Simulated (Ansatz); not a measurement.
CH₆NPSi (SMILES C[SiH]1NP1)

```xyz
10

C    -1.2343    0.4808   -0.7532
Si    0.1142   -0.6430   -0.1547
N     0.7601   -0.3110    1.4053
P     2.1651   -0.0679    0.3188
H    -2.2005    0.1659   -0.3496
H    -1.0378    1.5043   -0.4303
H    -1.2991    0.4611   -1.8436
H    -0.0962   -2.0617   -0.5375
H     0.8892   -0.9243    2.1940
H     2.0223    1.3444    0.1535
```

Geometry: PBE0-D4/def2-TZVP.

The calculation used Ansatz, RKS PBE0-D4/def2-TZVPP.

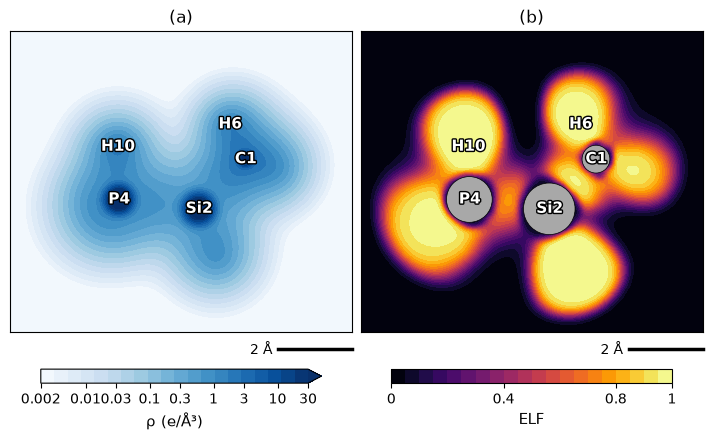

Figure 1. (a) total electron density; (b) electron localisation function on the plane of atoms Si2, P4 and H10. Grey discs cover the atomic cores in the ELF map.

**Describe what can be read from this map.**

- Atoms in the plane: C, Si, P and H.
- C–Si (1.85 Å): the density is about 0.99 e/Å³ at the midpoint; the ELF peaks at about 0.95 between the atoms, as expected for a shared electron pair.
- Si–P (2.18 Å): the density is about 0.68 e/Å³ at the midpoint, with its minimum of 0.61 e/Å³ about 0.8 Å from Si; the ELF peaks at about 0.75 between the atoms.
- C–H (1.09 Å): ρ at the midpoint is about 2 e/Å³; the ELF climbs to about 1 towards the hydrogen, as it does in any bond to H (an ordinary covalent bond to hydrogen).
- P–H (1.43 Å): ρ is about 1.1 e/Å³ halfway; the ELF climbs to about 1 towards the hydrogen.
- The ELF also peaks beside P4, away from the bonds: lone-pair regions.

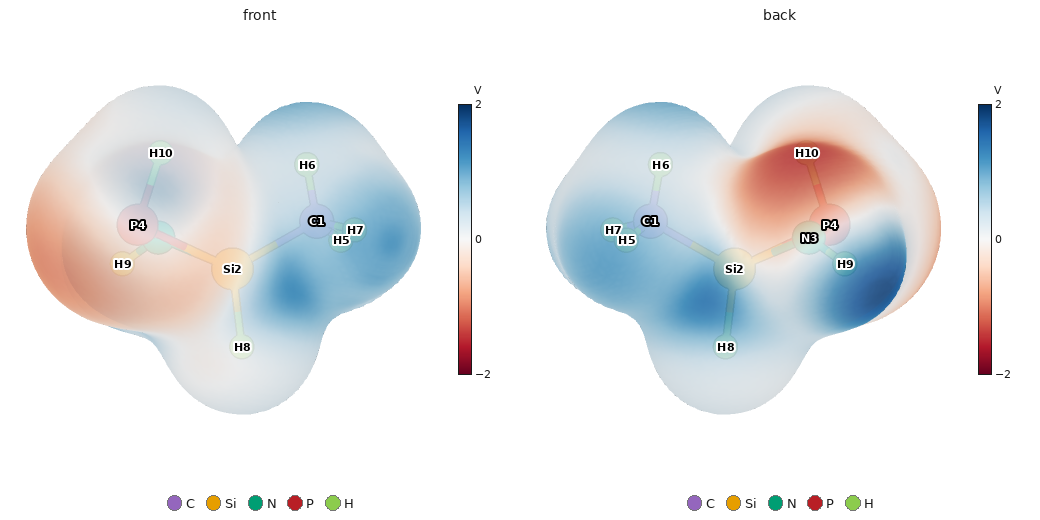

Figure 2. The molecular electrostatic potential painted on the density surface at 0.002 e/bohr³, seen from the front and from behind; red is negative and blue positive.

**Which sites attract a positive test charge, and which a negative one?**

A positive charge is drawn to the negative regions and a negative charge to the positive ones. The most negative region (about −1.3 V) lies over N3, the most positive (about +1.7 V) over H9. N3 is the likeliest acceptor of a hydrogen bond.

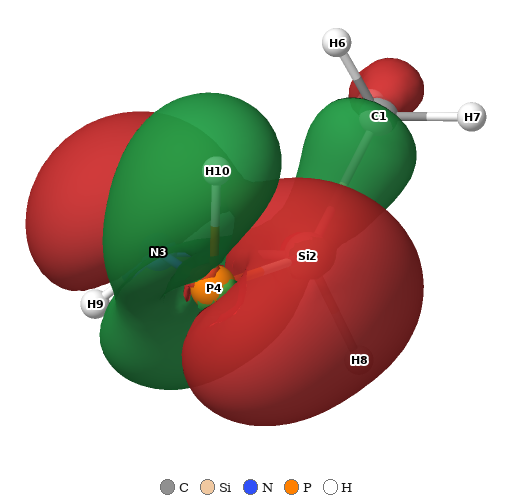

Figure 3. The HOMO at ±0.08 Å⁻³ᐟ² (green and red are the two phases), seen at an oblique angle.

**What is the character of this orbital?**

By Hirshfeld shares it lies mainly on N3 (about 40 %), P4 (about 30 %), Si2 (about 15 %) and H10 (about 5 %). Its energy is −6.81 eV.

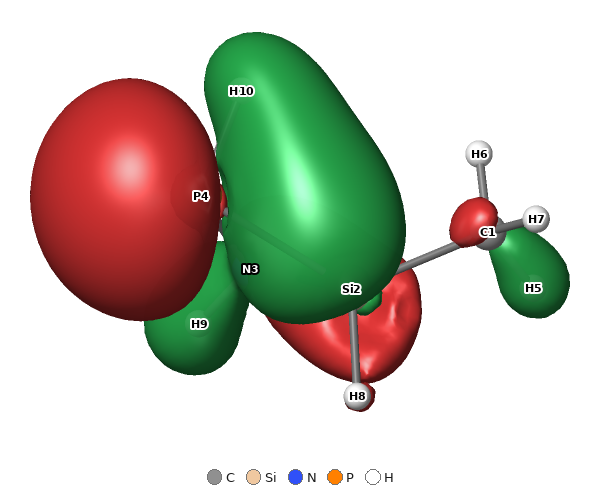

Figure 4. The HOMO−1 at ±0.08 Å⁻³ᐟ² (green and red are the two phases), seen across its widest extent.

**Where does this orbital lie, and at what energy?**

It lies mainly on P4 (about 60 %), Si2 (about 15 %) and N3 (about 10 %). Its energy is −6.98 eV.
